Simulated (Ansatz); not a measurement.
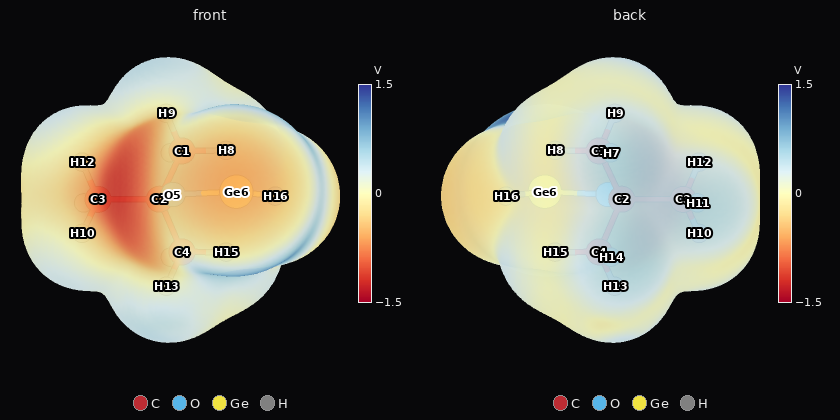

Figure. C$_{4}$H$_{10}$GeO. The electrostatic potential painted on the density surface at 0.001 e/bohr³, seen from the front and from behind; the colour scale runs from red (negative) to blue (positive).

Geometry: PBE0-D4/def2-TZVP.

Theory: Ansatz 0.2.0, RKS PBE0-D4/def2-TZVPP.

```xyz
16

C    -0.3859   -1.0362    0.8794
C     0.2117    0.0835    0.0407
C     1.7072   -0.1223   -0.1367
C    -0.4792    0.1756   -1.3115
O     0.0762    1.3302    0.7363
Ge   -1.3516    2.2244    1.2918
H    -0.2490   -2.0019    0.3875
H    -1.4573   -0.8777    1.0232
H     0.1008   -1.0760    1.8565
H     2.1357    0.7012   -0.7112
H     1.9113   -1.0579   -0.6628
H     2.2015   -0.1546    0.8362
H    -0.0592    0.9989   -1.8938
H    -0.3451   -0.7491   -1.8772
H    -1.5513    0.3427   -1.1837
H    -2.4889    1.1966    0.7699
```

> Which sites attract a positive test charge, and which a negative one?

A positive charge is drawn to the negative regions and a negative charge to the positive ones. The most negative region (about −1.1 V, or −25 kcal/mol for a unit charge) lies over O5, the most positive (about +1.4 V, or +32 kcal/mol for a unit charge) over Ge6. O5 is the likeliest acceptor of a hydrogen bond.
